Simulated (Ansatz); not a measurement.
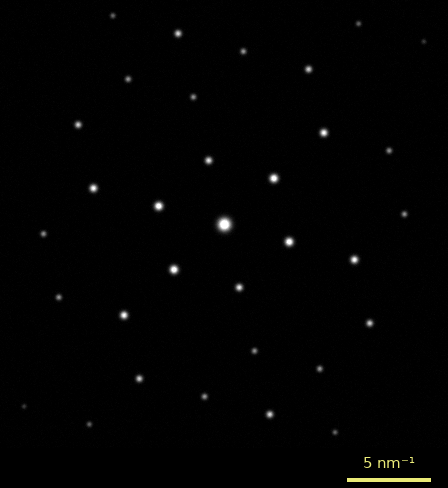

Kinematic zone-axis pattern, calculated for 100 keV electrons with B = 0.5 Å².

It belongs to Ti, space group P6_3/mmc (No. 194), a = 2.934 Å, c = 9.388 Å (hexagonal axes). Structure: the input geometry of an electronic-structure calculation (not necessarily at equilibrium); the starting structure was generated, so it need not be a known form of this composition.

Q: Determine the zone axis from the geometry of the pattern.

A: The spots form a centred rectangular net whose two shortest vectors correspond to d = 2.54 Å and 2.45 Å, 61.1° apart. They index as 0 1 0 and 1 0 -1, so the zone axis is ±[101] (or an equivalent direction of <101>). The zone [001] gives nearly the same net, so geometry alone does not settle it; this pattern was computed for [101].

Q: Which reflections of this zone are missing, and why?

A: A glide plane extinguishes reflections such as 1 -2 -1, 1 1 -1; reflections such as 3 -3 -3, 3 0 -3 are allowed by the space group but vanish because the atoms sit on special positions; reflections such as 2 -1 -2 are allowed but too weak to see at this display level. In a thicker crystal double diffraction can put intensity into those places emptied by glide planes or screw axes that lie on the net of the visible spots, but never into those emptied by centring.

Q: List the strongest reflections.

A: Strongest reflections with d > 0.80 Å, one of each family (|F|² from tabulated Gaussian fits of the electron scattering factors, times a small damping for the curvature of the Ewald sphere):

```csv
hkl,d (Å),I (strongest = 100)
1 0 -1,2.453,100
2 0 -2,1.226,57
0 1 0,2.541,36
0 3 0,0.847,28
2 1 -2,0.941,23
1 2 -1,0.955,8
```
